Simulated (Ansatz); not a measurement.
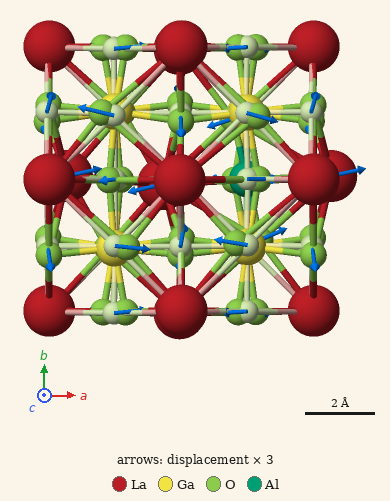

A relaxation of a defect cell of composition La$_{8}$Ga$_{8}$O$_{24}$Al (cell charge +2). The starting structure is drawn faded, the final one solid; blue arrows show the displacements, 3 times their true length.

A ball-and-stick model of the atoms within 5.8 Å of the atom that moves most (axes of the cell of the calculation), seen along the c axis.

Level of theory: DFT, PBEsol, PAW, plane waves in Ansatz 0.2.0. Settings: plane-wave cutoff 420 eV; k-point mesh 1 × 1 × 1; mesh shifted by (0.25, 0.25, 0.25); collinear spin; atoms relaxed in a fixed cell; force threshold 0.03 eV/Å; at most 80 steps.

**What did the optimiser do to the structure, and how much energy did it gain?**

A La atom moves most: 0.54 Å roughly along [−3 −1 0]. By element the largest moves are La 0.54 Å, O 0.46 Å, Ga 0.10 Å, Al 0.04 Å. The cell stays as it was. Near-neighbour distances that change, for instance: La–La 3.854 → 2.824 Å, La–O 2.703 → 3.321 Å, La–O 2.742 → 3.326 Å, La–O 2.757 → 3.334 Å. Among the angles between lasting bonds that change: La–O–Ga 89.1° → 114.2°, Ga–O–Ga 178.5° → 156.8°, Ga–O–Ga 177.5° → 156.3°. Over 12 geometry steps the energy falls by 13.046 eV per cell of the calculation. Largest force component: 24 eV/Å at the start, 0.0063 eV/Å at the end. The run took 120 s on 7 threads of Arm Neoverse-V2, peak memory 1.6 GiB.

Limits of the set-up: the periodic images lie only 7.7 Å apart, so the values are limited by the cell's size; the cell is charged, on a uniform background, and energies carry no finite-size correction.
